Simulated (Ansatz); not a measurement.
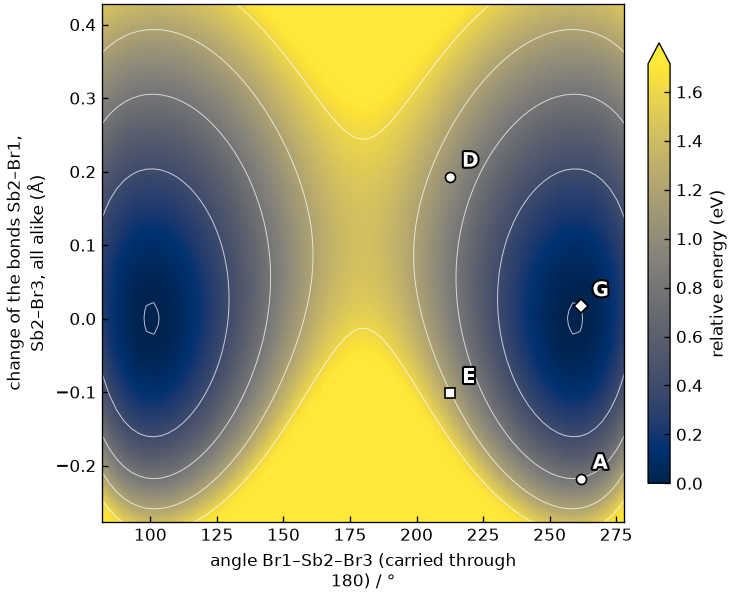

Br2Sb, SMILES [Br][Sb][Br], spin multiplicity 2. First axis: angle Br1–Sb2–Br3 (carried through 180). Second axis: change of the bonds Sb2–Br1, Sb2–Br3, all alike. Nothing is relaxed (all other coordinates rigid). Grid: 13 × 13 points; 91 points were computed and 78 follow by symmetry. Points are written as (first, second). Energies: eV, counted from the lowest grid point. Computed with UKS PBE0-D4/def2-SVP in Ansatz 0.2.0.

Drawn: a smooth colour map with a few white contour lines, one colour for all values above the top of the scale, lettered points. Between grid points the surface is interpolated.

Is E the lowest point of the computed grid?

No. E lies 1.20 eV above the lowest grid point, which is at (98.3°, 0.017 Å).

What kind of point is each of D, E, G: minimum, saddle, maximum or slope?

D: on a slope; E: on a slope; G: minimum. (In these two coordinates alone; a stationary point may lie a little off the grid point.)

Rank the lettered points by energy, lowest first.

G (0.00 eV), A (0.81 eV), D (1.02 eV), E (1.20 eV).
